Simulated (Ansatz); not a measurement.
Start from CdS in the wurtzite structure (space group P6_3mc, No. 186; a = 4.1966 Å, c = 6.8302 Å).

The change: cell and atoms relaxed at a pressure of 15 GPa.

Level of theory: PBE (Ansatz, an electronic-structure program), no spin-orbit coupling, earlier PAW set.

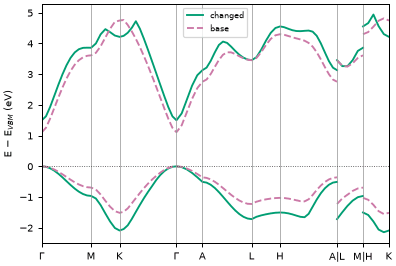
Fig. 1. Highest valence and lowest conduction band along the path, each from its own valence-band maximum

Q: From the figure, how large is the changed gap, and is it direct?

A: About 1.5 eV, direct at Γ.

Load acts through the strain it causes; cell and atoms are relaxed under it. No phonon test of stability was made. Measured, CdS leaves this structure (for rock salt) near 2.54 GPa (temperature not stated; as listed in Datta, Sujoy, Jana, Debnarayan, arXiv (2020)), on rising pressure, with hysteresis.
